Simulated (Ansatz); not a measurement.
**Effect of Al → Lu on AlP**

Base system: AlP in the zinc blende structure (space group F-43m, No. 216; a = 5.4705 Å).

Perturbation: every Al is replaced by Lu; the structure is relaxed again.

Calculations: PBEsol (Ansatz, a first-principles code, PAW, no spin-orbit coupling). Γ-centred 9×9×9 mesh, Fermi–Dirac width 0.05 eV, for the changed cell.

```tsv
quantity	base	changed	shift
volume per atom	20.46 Å³	28.19 Å³	+7.73 Å³
density	2.35 g/cm³	6.07 g/cm³	+3.714 g/cm³
band gap	1.45 eV	1.54 eV	+0.09 eV
gap character	indirect, Γ → X	direct at X	–
width of the top valence band	2.84 eV	0.77 eV	-2.07 eV
electron mass	0.77 mₑ along k, 0.24 mₑ across (at X)	2.0 mₑ along k, 2.2 mₑ across (at X)	–
```

Final structure:

```
CELL_PARAMETERS angstrom
      0.00000     3.04346     3.04346
      3.04346     0.00000     3.04346
      3.04346     3.04346     0.00000
ATOMIC_POSITIONS crystal
  P  0.25000 0.25000 0.25000
  Lu 0.00000 0.00000 0.00000
```

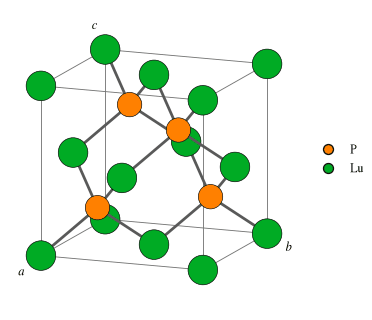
*The relaxed conventional cell after the change*

Cost of the whole job for the changed cell (relaxation, final SCF and bands): around 40 core-seconds (rough).

Effective masses come from finite differences of ±0.01 Å⁻¹. Along k means along the line from Γ to the band edge. Stability against distortions was not tested. As relaxed here, LuP is a hypothetical phase, not in the database extracts checked.
